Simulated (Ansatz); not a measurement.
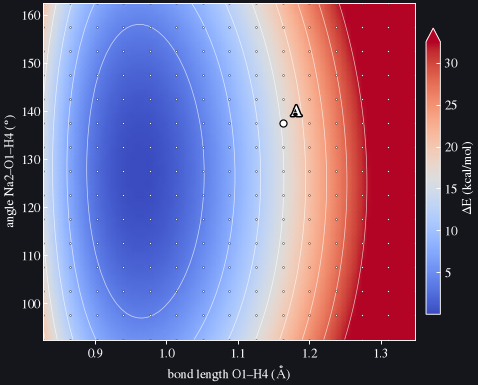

H₂NaO, SMILES [OH2+][Na], charge +1. 
- The first coordinate is: bond length O1–H4; the second: angle Na2–O1–H4.
- Nothing is relaxed (all other coordinates rigid).
- Grid: 15 × 15 points.
- All energies are given in kcal/mol relative to the relaxed molecule at the same level.
- Computed with RKS PBE0-D4/def2-TZVP in Ansatz.

Drawn: a smooth colour map with a few white contour lines, dots at the grid points, one colour for all values above the top of the scale, the point A. Between grid points the surface is interpolated.

> Is A at rest? If not, where is it pushed?

A, at bond length O1–H4 = 1.163 Å, angle Na2–O1–H4 = 137.5°, is not a stationary point. The computed force is 128 kcal/mol for each Å towards smaller values of bond length O1–H4 and 0.095 kcal/mol for each degree towards smaller values of angle Na2–O1–H4.
